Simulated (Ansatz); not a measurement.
# NH3 (ammonia): levels of theory compared

Aim: a comparison of 6 runs (B3LYP/3-21G, CAM-B3LYP/3-21G, HSE06/3-21G, UPBE0/3-21G, r2SCAN/3-21G, RPA@PBE/6-31G) of NH3 (ammonia). 

The results are computed with Ansatz 0.2.0.

68 further runs of the same task are left out: 68 set aside as unsound or not needed.

## (1) Starting point

The species is NH3 (4 atoms), meant as a singlet with charge 0. As SMILES, `N`. The H2–N1 distance was set to 1.266 Å, away from the relaxed value.

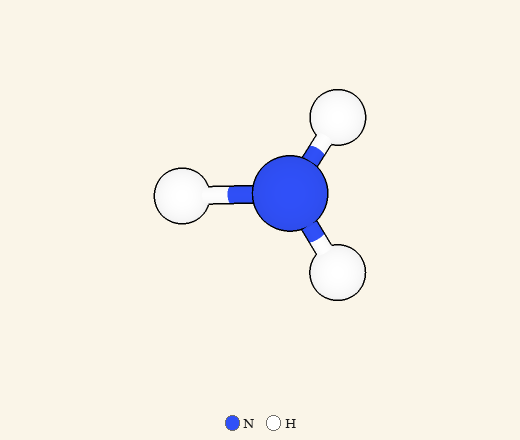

The structure, seen from a chosen angle (nitrogen blue, hydrogen white).

## (2) The energy at B3LYP/3-21G (run 1)

molecule.yaml reads:

```yaml
crystal:
  periodic: [false, false, false]
  atoms:
    - {symbol: N, position_ang: [-0.208170, 0.378643, -0.053256]}
    - {symbol: H, position_ang: [0.491930, -0.300470, 0.753380]}
    - {symbol: H, position_ang: [-1.031970, -0.164807, -0.279666]}
    - {symbol: H, position_ang: [0.328180, 0.494063, -0.904406]}
basis:
  gaussian:
    orbitals: 3-21G.json
hamiltonian:
  xc: {name: B3LYP}
accuracy: high
```

The basis set 3-21G is read from a file made from the Basis Set Exchange's data (not shown).

Started as:

```sh
$ ansatz run molecule.yaml --threads 1 --pin off --max-ram 2610MiB --events-out events.jsonl --progress --plain --runs-dir runs
```

What it wrote:

```text
Warning: RAYON_NUM_THREADS=1 ignored (pool sized by the plan → 1); use --threads N
Functional definition: B3LYP
  name "B3LYP"
  parameter a0 = 0.2
  parameter ax = 0.72
  parameter ac = 0.81
  exchange = (1 - a0 - ax)*slater_x + ax*b88_x + a0*exact_x
  correlation = (1 - ac)*vwn_rpa_c + ac*lyp_c
290 factors; integrals over basis functions are off by at most 2.8e-9 eV
mean field evaluation 1: about -1525.8319 eV, gradient 4.2e1 eV
mean field evaluation 2: about -1522.7598 eV, gradient 5.4e1 eV
mean field evaluation 4: about -1529.3345 eV, gradient 2.0e-1 eV
mean field evaluation 8: about -1529.3255 eV, gradient 2.6e-3 eV
mean field evaluation 16: about -1529.3255 eV, gradient 2.3e-8 eV
mean field -1529.32553512 eV, -56.2016768015 hartree, gradient 2.3e-8 eV, S^2 0.000000; 0 other end points of the search recorded, 0 dependent functions left out
reference -1529.32555622 eV, -56.2016775770 hartree; 5, 5 occupied and 10, 10 virtual orbitals, 290 factors
Total energy: -1529.32555622 eV, -56.2016775770 hartree
```

Run time: 0.2 s. Hardware: 1 thread of AMD EPYC 9R45 (Zen 5), shared host.

## (3) The energy at CAM-B3LYP/3-21G (run 2)

job.yaml reads:

```yaml
crystal:
  periodic: [false, false, false]
  atoms:
    - {symbol: "N", position_ang: [-0.208170, 0.378643, -0.053256]}
    - {symbol: H, position_ang: [0.491930, -0.300470, 0.753380]}
    - {symbol: H, position_ang: [-1.031970, -0.164807, -0.279666]}
    - {symbol: H, position_ang: [0.328180, 0.494063, -0.904406]}
basis:
  gaussian:
    orbitals: 3-21G.json
accuracy: high
hamiltonian:
  xc: {name: CAM-B3LYP}
```

The basis set 3-21G is read from a file made from the Basis Set Exchange's data (not shown).

Started as:

```sh
$ ansatz run job.yaml --threads 1 --pin off --max-ram 2610MiB --events-out events.jsonl --progress --plain --runs-dir runs
```

What it wrote:

```text
Warning: RAYON_NUM_THREADS=1 ignored (pool sized by the plan → 1); use --threads N
Functional definition: CAM-B3LYP
  name "CAM-B3LYP"
  parameter alpha = 0.19
  parameter beta = 0.46
  parameter omega = 0.33/bohr
[... 1 set-up line as earlier in the session ...]
  exchange = (1 - alpha - beta)*b88_x + beta*b88_x_sr(omega) + alpha*exact_x + beta*exact_x_lr(omega)
  correlation = (1 - ac)*vwn5_c + ac*lyp_c
290 factors; integrals over basis functions are off by at most 2.8e-9 eV
119 factors; integrals over basis functions are off by at most 1.5e-9 eV
mean field evaluation 1: about -1525.8314 eV, gradient 3.6e1 eV
mean field evaluation 2: about -1525.7632 eV, gradient 3.7e1 eV
mean field evaluation 4: about -1528.4197 eV, gradient 4.3e-1 eV
mean field evaluation 8: about -1528.4117 eV, gradient 1.2e-2 eV
mean field evaluation 16: about -1528.4117 eV, gradient 6.7e-7 eV
mean field -1528.41169112 eV, -56.1680936538 hartree, gradient 6.6e-8 eV, S^2 0.000000; 0 other end points of the search recorded, 0 dependent functions left out
reference -1528.41170136 eV, -56.1680940305 hartree; 5, 5 occupied and 10, 10 virtual orbitals, 290 factors
Total energy: -1528.41170136 eV, -56.1680940305 hartree
```

It took 0.24 s on 1 thread of AMD EPYC 9R45 (Zen 5), shared host.

## (4) A single-point energy at HSE06/3-21G (run 3)

input.yaml reads:

```yaml
crystal:
  periodic: [false, false, false]
  atoms:
    - symbol: "N"
      position_ang: [-0.208170, 0.378643, -0.053256]
    - symbol: H
      position_ang: [0.491930, -0.300470, 0.753380]
    - symbol: H
      position_ang: [-1.031970, -0.164807, -0.279666]
    - symbol: H
      position_ang: [0.328180, 0.494063, -0.904406]
basis:
  gaussian:
    orbitals: 3-21G.json
hamiltonian:
  xc: hse06
accuracy: high
```

The basis set 3-21G is read from a file made from the Basis Set Exchange's data (not shown).

Started as:

```sh
$ ansatz run input.yaml --threads 1 --pin off --max-ram 2610MiB --events-out events.jsonl --progress --plain --runs-dir runs
```

What it wrote:

```text
Warning: RAYON_NUM_THREADS=1 ignored (pool sized by the plan → 1); use --threads N
Functional definition: HSE06
  name "HSE06"
  parameter a = 0.25
  parameter omega = 0.11/bohr
  exchange = pbe_x - a*pbe_x_sr(omega) + a*exact_x_sr(omega)
  correlation = pbe_c
290 factors; integrals over basis functions are off by at most 2.8e-9 eV
55 factors; integrals over basis functions are off by at most 3.7e-10 eV
mean field evaluation 1: about -1524.2877 eV, gradient 3.9e1 eV
mean field evaluation 2: about -1521.7935 eV, gradient 5.0e1 eV
mean field evaluation 4: about -1527.3372 eV, gradient 1.8e-1 eV
mean field evaluation 8: about -1527.3283 eV, gradient 1.8e-3 eV
mean field evaluation 16: about -1527.3283 eV, gradient 1.4e-8 eV
mean field -1527.32833686 eV, -56.1282811192 hartree, gradient 1.4e-8 eV, S^2 0.000000; 0 other end points of the search recorded, 0 dependent functions left out
reference -1527.32833823 eV, -56.1282811696 hartree; 5, 5 occupied and 10, 10 virtual orbitals, 290 factors
Total energy: -1527.32833823 eV, -56.1282811696 hartree
```

It took 0.24 s on 1 thread of AMD EPYC 9R45 (Zen 5), shared host.

Runs 4 to 5 aren't shown in full; the table further down has their settings and results.

## (5) A single-point energy at RPA@PBE/6-31G (run 6)

job.yaml reads:

```yaml
crystal:
  periodic: [false, false, false]
  atoms:
    - symbol: "N"
      position_ang: [-0.208170, 0.378643, -0.053256]
    - symbol: H
      position_ang: [0.491930, -0.300470, 0.753380]
    - symbol: H
      position_ang: [-1.031970, -0.164807, -0.279666]
    - symbol: H
      position_ang: [0.328180, 0.494063, -0.904406]
basis:
  gaussian: {orbitals: 6-31G}
hamiltonian: {xc: pbe}
correlation: {method: rpa, frozen_orbitals: {H: 0, "N": 1}}
accuracy: high
```

Started as:

```sh
$ ansatz run job.yaml --threads 1 --pin off --max-ram 2610MiB --events-out events.jsonl --progress --plain --runs-dir runs
```

What it wrote:

```text
Warning: RAYON_NUM_THREADS=1 ignored (pool sized by the plan → 1); use --threads N
Functional definition: PBE
  name "PBE"
  parameter kappa = 0.804
  parameter beta = 0.06672455060314922
  exchange = pbe_x(kappa = kappa, mu = beta*pi^2/3)
  correlation = pbe_c(beta = beta)
349 factors; integrals over basis functions are off by at most 1.2e-8 eV
mean field evaluation 1: about -1529.1286 eV, gradient 5.5e1 eV
mean field evaluation 2: about -1529.1189 eV, gradient 5.5e1 eV
mean field evaluation 4: about -1535.2344 eV, gradient 8.1e0 eV
mean field evaluation 8: about -1535.4046 eV, gradient 1.2e-2 eV
mean field evaluation 16: about -1535.4046 eV, gradient 8.3e-9 eV
mean field -1535.40457164 eV, -56.4250772732 hartree, gradient 9.7e-9 eV, S^2 0.000000; 0 other end points of the search recorded, 0 dependent functions left out
1 core orbitals not correlated: weight in the atoms' cores, before any rotation towards them, 1.000 or more for the frozen orbitals, at most 0.000 for the correlated occupied ones
reference -1527.12943631 eV, -56.1209716589 hartree; 4, 4 occupied and 10, 10 virtual orbitals, 349 factors
Total energy: -1532.62750470 eV, -56.3230219454 hartree
```

Run time: 0.32 s. Hardware: 1 thread of AMD EPYC 9R45 (Zen 5), shared host.

## (6) The series

```csv
run,level,frozen core orbitals,energy (Eh),wall time
1,B3LYP/3-21G,–,-56.201678,0.2 s
2,CAM-B3LYP/3-21G,–,-56.168094,0.24 s
3,HSE06/3-21G,–,-56.128281,0.24 s
4,UPBE0/3-21G,–,-56.131416,0.28 s
5,r2SCAN/3-21G,–,-56.164408,0.38 s
6,RPA@PBE/6-31G,1,-56.323022,0.32 s
```

## (7) Summary of results

| quantity | value |
| --- | --- |
| run 6: total energy | -56.32302 Eh |
| run 6: RPA correlation energy (valence) | -202.1 mEh |

Totals of different functionals can't be ranked against each other. All runs together took 1.7 s, the longest 0.38 s.
